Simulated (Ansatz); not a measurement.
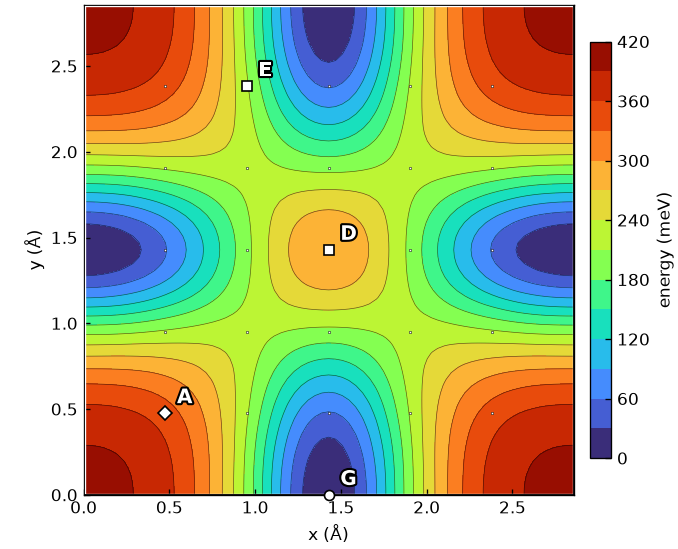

Cl on an Al(100) slab cut from the Fm-3m phase, its upper half relaxed before the scan (3 atoms of substrate and one adsorbate in a 1 × 1 cell). Cl is moved over the surface cell; relaxed at each place: the height of the adsorbate's atoms; substrate rigid; the origin of the map has the adsorbate above Al3. Places are given modulo a cell vector. The map is drawn in real space over the plane of the surface. The scan uses a 6 × 6 grid; 10 points were computed and 26 follow by symmetry. Energies: meV, counted from the lowest grid point. With one adsorbate in each 1 × 1 cell, its nearest image is 2.9 Å away, so neighbouring adsorbates interact. Theory: Ansatz, DFT PBE, scalar-relativistic, plane waves, PAW. Settings: cutoff 420 eV, k-mesh 9×9×1, gaussian smearing 0.1 eV, no spin polarisation.

Drawn: filled contours, dots at the grid points, the outline of one cell of the plane, lettered points. Between grid points the surface is interpolated.

Question: What kind of point is each of D, E, G: minimum, saddle, maximum or slope?

Answer: D: maximum; E: on a slope; G: minimum. (In these two coordinates alone; a stationary point may lie a little off the grid point.)

Question: Rank the lettered points by energy, lowest first.

Answer: G (0 meV), E (213 meV), D (297 meV), A (343 meV).

PAW datasets: the set soft_1.
